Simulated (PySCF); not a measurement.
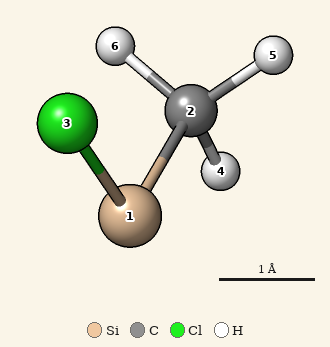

*The structure (ball-and-stick view, seen at an oblique angle; atoms are numbered from 1 in the order of the input).*

**EPR calculation of CH₃ClSi**

The run: EPR calculation of CH₃ClSi, multiplicity 3, SMILES C[Si]Cl. Method and program: UKS BHandHLYP, IGLO-III on C Cl Si, pcH-1 on H, non-relativistic, mean-field spin-orbit, GIAO (PySCF 2.14.0).

### Output
```
UKS, coarse grid
  cycle   1  E = -789.52519652  |g| = 2.18e-01
  cycle   2  E = -789.54092549  |g| = 1.69e-01
  cycle   3  E = -789.55581398  |g| = 3.22e-02
  cycle   4  E = -789.55658173  |g| = 8.39e-03
  cycle   5  E = -789.55672113  |g| = 3.21e-03
  cycle   6  E = -789.55674202  |g| = 1.87e-03
  cycle   7  E = -789.55674747  |g| = 6.38e-04
UKS, final grid
  cycle   1  E = -789.55674444  |g| = 4.94e-04
  cycle   2  E = -789.55674461  |g| = 4.01e-04
  cycle   3  E = -789.55674472  |g| = 1.23e-04
  cycle   4  E = -789.55674476  |g| = 3.54e-05
  cycle   5  E = -789.55674476  |g| = 6.67e-06
E = -789.55674476 Eh   <S^2> = 2.0039 (exact 2.0000)
g shifts (ppm)      1          2          3
  rmc          -163       -163       -163
  gc             42         48         22
  oz_so       -1391       2456       2557
  total       -1512       2342       2416
hyperfine (MHz)  atom isotope    a_iso     a_fc   dipolar eigenvalues
    0  29Si    -582.99    -584.28    -78.83     -5.27     84.10
    1   13C      54.46      54.43     -8.63     -7.77     16.40
    2  35Cl      18.55      18.28    -19.38      2.60     16.78
    3    1H      -7.15      -7.15     -5.40     -2.84      8.24
    4    1H      30.93      30.93     -5.84     -0.52      6.36
    5    1H      30.83      30.83     -5.84     -0.52      6.35
zero-field splitting (cm-1)  D = -0.5033  E = -0.0456  (spin-spin -0.1804, spin-orbit -0.6487)
```

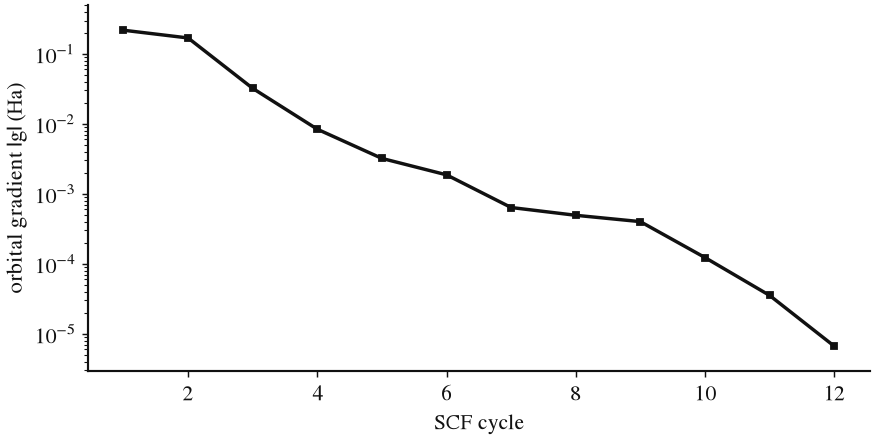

*Convergence of the self-consistent field: orbital gradient |g| against the SCF cycle.*

All cycles printed in the log are drawn one after another.

The run was set up as follows.

### Input file
```
{"job": {"kind": "epr", "xc": "BHandHLYP"}, "charge": 0, "multiplicity": 3}
Si     0.815806     0.357371    -0.989202
C     -0.644749    -0.192131     0.087074
Cl     2.614970     0.686214     0.000194
H     -1.524569    -0.332260    -0.558329
H     -0.871145     0.578232     0.839814
H     -0.409423    -1.145371     0.584405
```

The first line tells a small driver script what to run in PySCF; the rest is the geometry in Å.

Command:
```bash
OMP_NUM_THREADS=1 python <driver script> task.json out
```

### Results in brief

```csv
quantity,value
outcome,converged
total energy,−789.556745 hartree
⟨S²⟩,2.004
isotropic g,2.0034
hardware,"1 CPU thread, shared host"
wall time,30 s
peak memory,0.5 GiB
```
